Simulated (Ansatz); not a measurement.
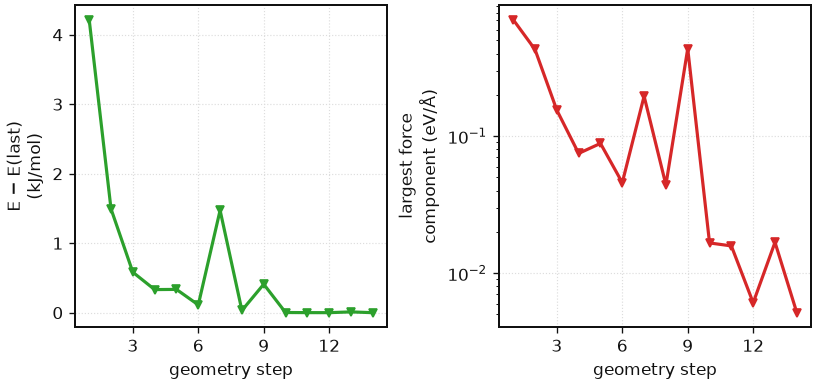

History of a geometry optimisation.

The run: C2H3Si (charge −1), by Ansatz 0.2.0, RKS PBE0-D4/def2-TZVPD.

### How did the optimisation end?

The optimisation met its thresholds at geometry 14, counting the start as the first. The energy fell by about 4.2 kJ/mol from the first step to the last, with a rise at steps 7 and 9. The largest force component goes from about 0.71 eV/Å at the start to 5 × 10⁻³ eV/Å at the end.
